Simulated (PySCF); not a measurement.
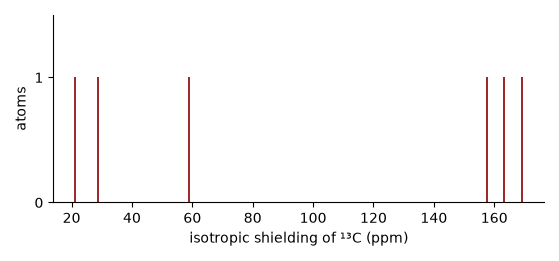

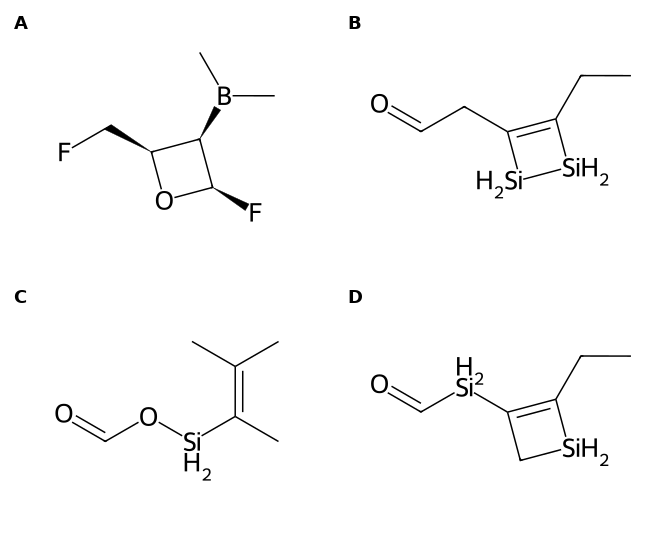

The sticks are computed shieldings of one of the molecules, for one fixed geometry (GFN2-xTB) without averaging over rotations. Low shielding means a high chemical shift. Method: GIAO PBE0/pcSseg-1 NMR shielding, non-relativistic, gas phase (PySCF 2.14.0).

Which molecule gives this pattern?

C, `CC(C)=C(C)[SiH2]OC=O`. Its 6 C atoms give lines at 21.3, 28.9, 58.9, 157.5, 163.2, 169.2 ppm.

The geometry is semi-empirical. Around B, Si such bond lengths and angles can be off by a tenth of an ångström or more and by several degrees, and values that hang on the shape move with them.
